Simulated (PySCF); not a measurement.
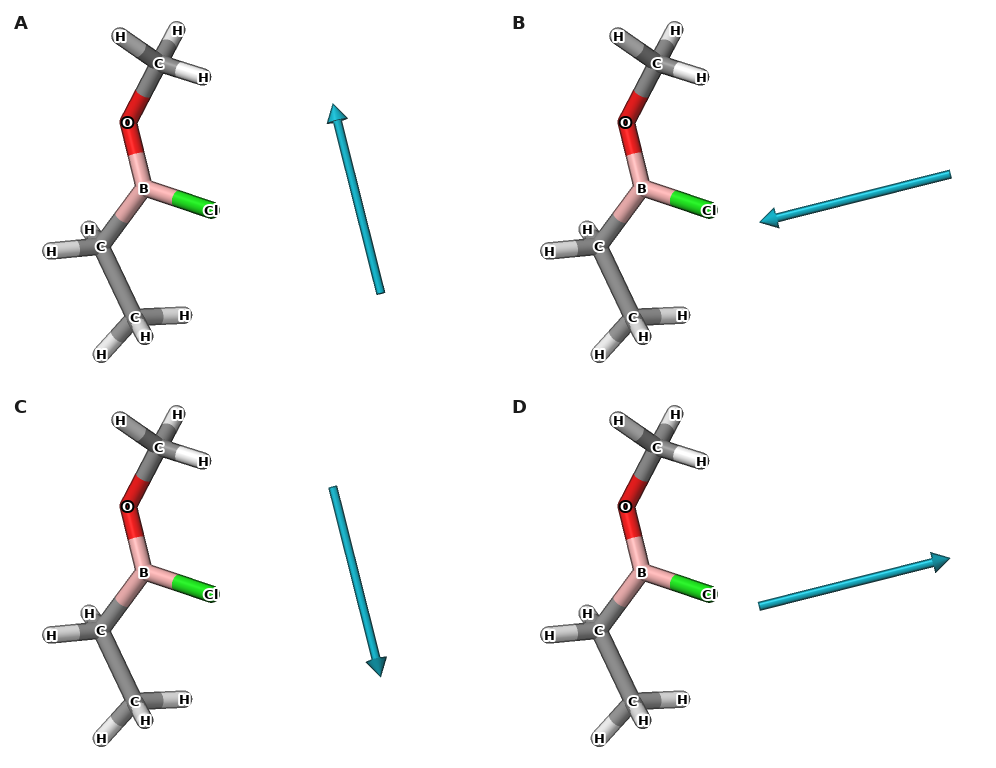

The same molecule four times, each with an arrow. Computed geometry: GFN2-xTB optimisation. No frequency run is at hand to confirm it as a minimum. Method: PBE0/def2-SVPD, gas phase (PySCF 2.14.0).

Which arrow points along the dipole moment, from the negative to the positive end?

Answer. A. The dipole moment is 1.39 D.

The geometry is semi-empirical. Around B such bond lengths and angles can be off by a tenth of an ångström or more and by several degrees, and values that hang on the shape move with them.
